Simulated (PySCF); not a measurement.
Geometry relaxation of C$_{5}$H$_{12}$Si (part 2 of 2)

The same run, continued: C$_{5}$H$_{12}$Si, SMILES C=C[Si](C)(C)C; PBE0-D3(BJ)/def2-SVP geometry optimisation, gas phase (PySCF 2.14.0). 

Geometry of the input (Å):
```
C  2.3744  -0.6244  0.8025
C  1.5377  0.3689  0.5465
Si -0.2428  0.1488  -0.0705
C  -0.8806  1.8544  -0.6372
C  -1.3520  -0.5374  1.3252
C  -0.2596  -1.0700  -1.5405
H  3.3875  -0.4641  1.1410
H  2.0822  -1.6551  0.6815
H  1.8971  1.3818  0.6877
H  -1.8663  1.7800  -1.0860
H  -0.2184  2.2978  -1.3747
H  -0.9516  2.5457  0.1974
H  -1.5566  0.2120  2.0837
H  -2.3065  -0.8794  0.9359
H  -0.8776  -1.3796  1.8189
H  0.5010  -0.8123  -2.2711
H  -0.0670  -2.0866  -1.2128
H  -1.2183  -1.0678  -2.0507
```

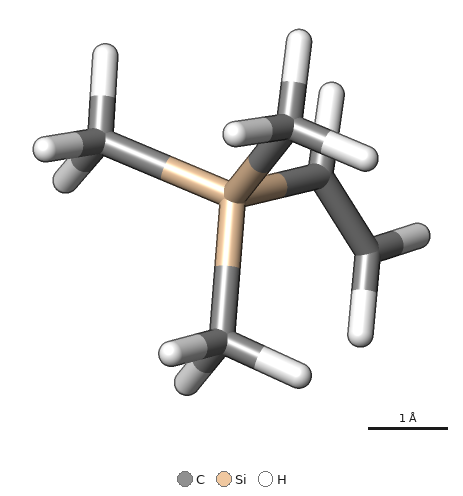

**Figure 1.** The geometry at step 12 of the log (stick view, seen at a tilt).

Trajectory as extended XYZ, continued
```
18
Properties=species:S:1:pos:R:3:forces:R:3 step=9 energy=-13242.97263
C     2.4563   -0.5704    0.6013   -0.0027  -0.0288  -0.0593
C     1.4403    0.2872    0.7495   -0.0335   0.0553   0.0260
Si   -0.2638    0.1234   -0.0275   -0.0064  -0.0153  -0.0549
C    -0.7694    1.8069   -0.7073    0.0059  -0.0437   0.0195
C    -1.5029   -0.4105    1.2886    0.0492   0.0127   0.0097
C    -0.2211   -1.1508   -1.4125    0.0104   0.0193   0.0295
H     3.4303   -0.4332    1.0869   -0.0406   0.0333   0.0058
H     2.3641   -1.4641   -0.0275    0.0098  -0.0019   0.0050
H     1.6041    1.1691    1.3872    0.0486  -0.0384   0.0378
H    -1.8022    1.7801   -1.0910    0.0164   0.0151  -0.0090
H    -0.1050    2.1149   -1.5301   -0.0099   0.0158   0.0119
H    -0.7201    2.5790    0.0775   -0.0120  -0.0006  -0.0176
H    -1.4453    0.2413    2.1751   -0.0235  -0.0062  -0.0109
H    -2.5322   -0.3650    0.8978    0.0025  -0.0142   0.0101
H    -1.3037   -1.4433    1.6163   -0.0059   0.0192   0.0089
H     0.3925   -0.7956   -2.2555    0.0029  -0.0262   0.0096
H     0.1981   -2.1079   -1.0628   -0.0241   0.0007  -0.0162
H    -1.2373   -1.3484   -1.7894    0.0131   0.0038  -0.0060
18
Properties=species:S:1:pos:R:3:forces:R:3 step=10 energy=-13242.97996
C     2.4894   -0.5082    0.5175   -0.0094  -0.0506  -0.0526
C     1.4270    0.2575    0.7884   -0.0684   0.0687   0.0499
Si   -0.2734    0.0987    0.0046    0.0160   0.0393  -0.0837
C    -0.7337    1.7885   -0.6954   -0.0023  -0.0510  -0.0006
C    -1.5486   -0.4034    1.2954    0.0156   0.0078   0.0035
C    -0.2276   -1.1765   -1.3783    0.0383   0.0084   0.0306
H     3.4684   -0.3644    0.9906   -0.0366   0.0291   0.0156
H     2.4288   -1.3295   -0.2065    0.0240  -0.0076   0.0025
H     1.5516    1.0731    1.5171    0.0654  -0.0461   0.0286
H    -1.7487    1.7791   -1.1245    0.0122   0.0087  -0.0016
H    -0.0277    2.0784   -1.4899   -0.0167   0.0241   0.0087
H    -0.7029    2.5650    0.0858   -0.0078  -0.0043  -0.0088
H    -1.5277    0.2703    2.1668   -0.0084  -0.0040  -0.0098
H    -2.5596   -0.3607    0.8581   -0.0033  -0.0177   0.0303
H    -1.3736   -1.4296    1.6548    0.0062   0.0127   0.0062
H     0.4353   -0.8437   -2.1929   -0.0090  -0.0268  -0.0022
H     0.1391   -2.1503   -1.0157   -0.0229   0.0051  -0.0117
H    -1.2336   -1.3316   -1.7992    0.0072   0.0043  -0.0051
18
Properties=species:S:1:pos:R:3:forces:R:3 step=11 energy=-13242.98464
C     2.4901   -0.4955    0.4894   -0.0040  -0.0398  -0.0211
C     1.4260    0.2554    0.7939   -0.0505   0.0415   0.0188
Si   -0.2754    0.0970    0.0119    0.0206   0.0553  -0.0525
C    -0.7357    1.7853   -0.6902   -0.0012  -0.0269  -0.0154
C    -1.5501   -0.4062    1.3021   -0.0180   0.0016  -0.0082
C    -0.2260   -1.1780   -1.3704    0.0358  -0.0075   0.0202
H     3.4719   -0.3499    0.9552   -0.0126   0.0076   0.0129
H     2.4289   -1.3026   -0.2503    0.0208   0.0023  -0.0024
H     1.5611    1.0522    1.5408    0.0289  -0.0321   0.0195
H    -1.7383    1.7722   -1.1471    0.0034  -0.0035   0.0048
H    -0.0122    2.0872   -1.4642   -0.0122   0.0162   0.0033
H    -0.7321    2.5588    0.0943   -0.0042  -0.0049   0.0030
H    -1.5673    0.2950    2.1513    0.0071   0.0022  -0.0041
H    -2.5555   -0.4117    0.8500   -0.0052  -0.0112   0.0276
H    -1.3496   -1.4141    1.6975    0.0154   0.0043   0.0026
H     0.4747   -0.8701   -2.1627   -0.0094  -0.0120  -0.0057
H     0.0936   -2.1647   -0.9988   -0.0153   0.0022  -0.0029
H    -1.2216   -1.2975   -1.8259    0.0007   0.0046  -0.0004
18
Properties=species:S:1:pos:R:3:forces:R:3 step=12 energy=-13242.98875
C     2.4911   -0.4787    0.4623    0.0045  -0.0051   0.0163
C     1.4188    0.2427    0.8089    0.0013  -0.0023  -0.0092
Si   -0.2761    0.0984    0.0119    0.0105   0.0418  -0.0072
C    -0.7360    1.7833   -0.6952   -0.0014   0.0112  -0.0219
C    -1.5514   -0.3995    1.3043   -0.0326  -0.0055  -0.0100
C    -0.2220   -1.1834   -1.3629    0.0093  -0.0158  -0.0064
H     3.4646   -0.3492    0.9488    0.0173  -0.0080  -0.0048
H     2.4488   -1.2380   -0.3272    0.0008  -0.0026  -0.0015
H     1.5536    0.9867    1.6079   -0.0220  -0.0093   0.0110
H    -1.7322    1.7656   -1.1654   -0.0076  -0.0128   0.0044
H    -0.0063    2.0961   -1.4587   -0.0004   0.0020  -0.0011
H    -0.7493    2.5552    0.0905   -0.0021  -0.0050   0.0114
H    -1.5777    0.3148    2.1421    0.0140   0.0095   0.0029
H    -2.5583   -0.4262    0.8567   -0.0011  -0.0053   0.0093
H    -1.3382   -1.3976    1.7172    0.0190  -0.0035   0.0033
H     0.4966   -0.8975   -2.1470   -0.0010   0.0028  -0.0062
H     0.0681   -2.1754   -0.9822   -0.0024   0.0008   0.0129
H    -1.2118   -1.2847   -1.8353   -0.0062   0.0072  -0.0032
18
Properties=species:S:1:pos:R:3:forces:R:3 step=13 energy=-13242.98991
C     2.4873   -0.4856    0.4656    0.0013   0.0118   0.0210
C     1.4187    0.2440    0.8079    0.0207  -0.0256  -0.0176
Si   -0.2744    0.1055    0.0055    0.0060   0.0130   0.0073
C    -0.7461    1.7870   -0.7002    0.0028   0.0179  -0.0102
C    -1.5407   -0.3985    1.3052   -0.0232  -0.0031  -0.0045
C    -0.2192   -1.1790   -1.3672   -0.0060  -0.0081  -0.0115
H     3.4583   -0.3655    0.9597    0.0141  -0.0125  -0.0024
H     2.4456   -1.2422   -0.3266   -0.0050   0.0058  -0.0048
H     1.5548    0.9787    1.6150   -0.0269   0.0069   0.0000
H    -1.7419    1.7591   -1.1709   -0.0061  -0.0113   0.0037
H    -0.0197    2.1115   -1.4617    0.0018  -0.0034  -0.0017
H    -0.7695    2.5555    0.0887   -0.0017  -0.0019   0.0074
H    -1.5702    0.3238    2.1361    0.0088   0.0062   0.0029
H    -2.5510   -0.4462    0.8677   -0.0002  -0.0012   0.0003
H    -1.3069   -1.3884    1.7269    0.0127  -0.0021   0.0015
H     0.5053   -0.9022   -2.1490    0.0034   0.0057  -0.0009
H     0.0594   -2.1721   -0.9810    0.0011  -0.0014   0.0101
H    -1.2073   -1.2728   -1.8449   -0.0036   0.0033  -0.0002
18
Properties=species:S:1:pos:R:3:forces:R:3 step=14 energy=-13242.99040
C     2.4892   -0.4834    0.4655    0.0020   0.0081   0.0081
C     1.4171    0.2398    0.8103    0.0162  -0.0140  -0.0066
Si   -0.2737    0.1070    0.0025    0.0006  -0.0028   0.0001
C    -0.7480    1.7879   -0.7031    0.0033   0.0099   0.0012
C    -1.5376   -0.3967    1.3051   -0.0045   0.0003   0.0003
C    -0.2197   -1.1789   -1.3692   -0.0107   0.0003  -0.0067
H     3.4572   -0.3722    0.9679    0.0042  -0.0030  -0.0027
H     2.4535   -1.2264   -0.3398   -0.0052   0.0010   0.0000
H     1.5438    0.9626    1.6297   -0.0138   0.0048   0.0007
H    -1.7444    1.7548   -1.1722   -0.0031  -0.0042   0.0012
H    -0.0234    2.1153   -1.4650    0.0004  -0.0030  -0.0015
H    -0.7742    2.5551    0.0871   -0.0012   0.0001   0.0012
H    -1.5635    0.3280    2.1343    0.0019   0.0016   0.0010
H    -2.5501   -0.4486    0.8733    0.0007  -0.0007  -0.0024
H    -1.2971   -1.3844    1.7284    0.0038  -0.0009   0.0014
H     0.5065   -0.9057   -2.1507    0.0034   0.0024   0.0016
H     0.0546   -2.1718   -0.9796    0.0024  -0.0003   0.0034
H    -1.2078   -1.2696   -1.8479   -0.0003   0.0003  -0.0003
18
Properties=species:S:1:pos:R:3:forces:R:3 step=15 energy=-13242.99049
C     2.4902   -0.4841    0.4675    0.0002   0.0014   0.0001
C     1.4177    0.2400    0.8088    0.0034  -0.0026   0.0008
Si   -0.2734    0.1073    0.0013    0.0009  -0.0054  -0.0031
C    -0.7499    1.7884   -0.7027    0.0027   0.0020   0.0044
C    -1.5349   -0.3978    1.3056    0.0017   0.0011   0.0017
C    -0.2209   -1.1776   -1.3715   -0.0055   0.0026  -0.0012
H     3.4582   -0.3731    0.9701   -0.0009   0.0001   0.0000
H     2.4539   -1.2287   -0.3363   -0.0011   0.0012  -0.0006
H     1.5409    0.9648    1.6272   -0.0023   0.0020  -0.0005
H    -1.7466    1.7526   -1.1711   -0.0007  -0.0004   0.0006
H    -0.0262    2.1172   -1.4649   -0.0013  -0.0009  -0.0012
H    -0.7776    2.5548    0.0882   -0.0002   0.0005  -0.0012
H    -1.5620    0.3290    2.1331   -0.0008  -0.0006  -0.0003
H    -2.5476   -0.4546    0.8749    0.0003  -0.0006  -0.0007
H    -1.2893   -1.3834    1.7311   -0.0002   0.0004   0.0004
H     0.5073   -0.9051   -2.1515    0.0015   0.0002   0.0012
H     0.0512   -2.1710   -0.9813    0.0012   0.0000  -0.0008
H    -1.2085   -1.2659   -1.8516    0.0011  -0.0009   0.0003
```

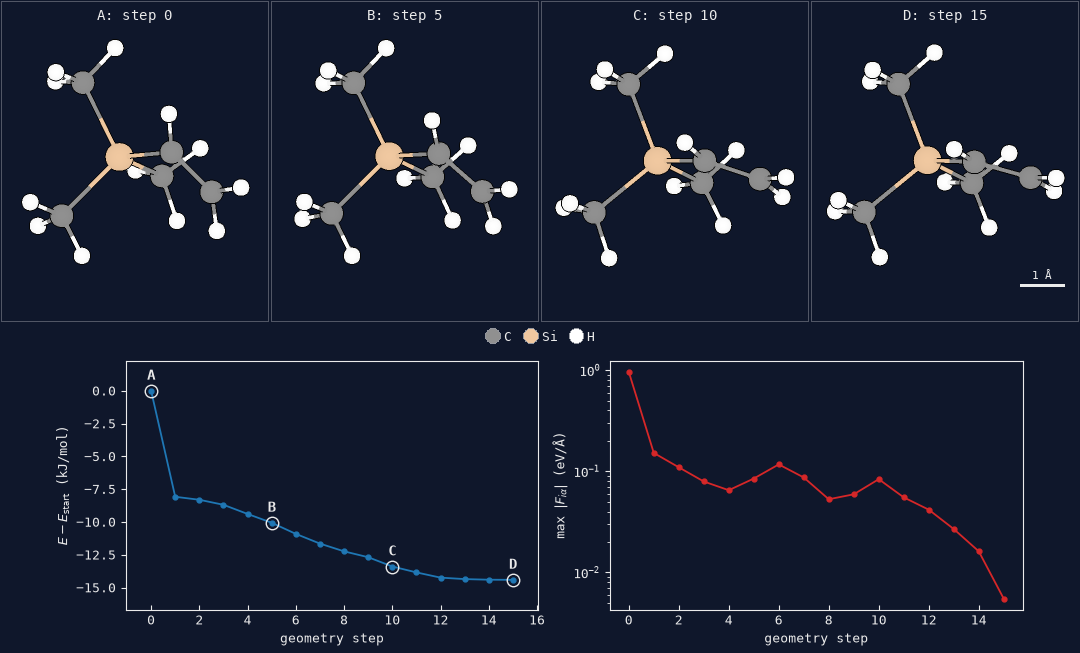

**Figure 2.** Frames of the relaxation (ball-and-stick view, seen at a tilt) above the curves, on which the letters mark them (steps are counted from 0).

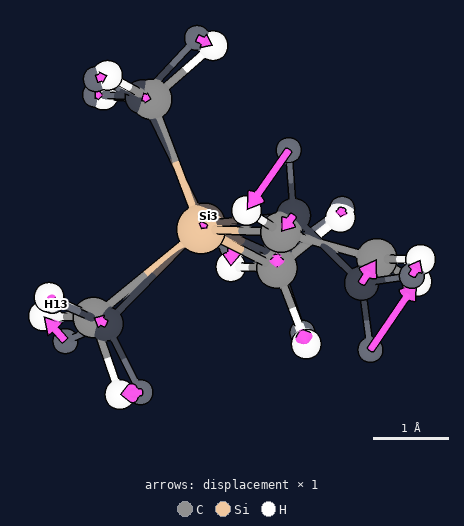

**Figure 3.** Start (faint) and end (solid) with the displacements as pink arrows, at true length (ball-and-stick view, seen at a tilt). The two geometries are laid on each other by the best rigid fit. H8 moves most after the best rigid fit: 1.21 Å. By element the largest moves are H 1.21 Å, C 0.42 Å, Si 0.09 Å. Among the contacts that change: Si3–C4 1.907 → 1.884 Å, C2–Si3 1.897 → 1.879 Å, C1–H7 1.080 → 1.096 Å, C4–H10 1.086 → 1.102 Å. The energy falls by 14.4 kJ/mol in 15 geometry steps. Largest force component: 0.96 eV/Å at the start, 0.0055 eV/Å at the end. (Atoms are counted from 1 in the order of the input.)

Results in brief

```csv
quantity,value
outcome,converged
total energy,−486.670928 hartree
dipole moment,0.18 D
point group,Cs
hardware,"1 CPU thread, shared host"
wall time,3.9 min
peak memory,0.58 GiB
```
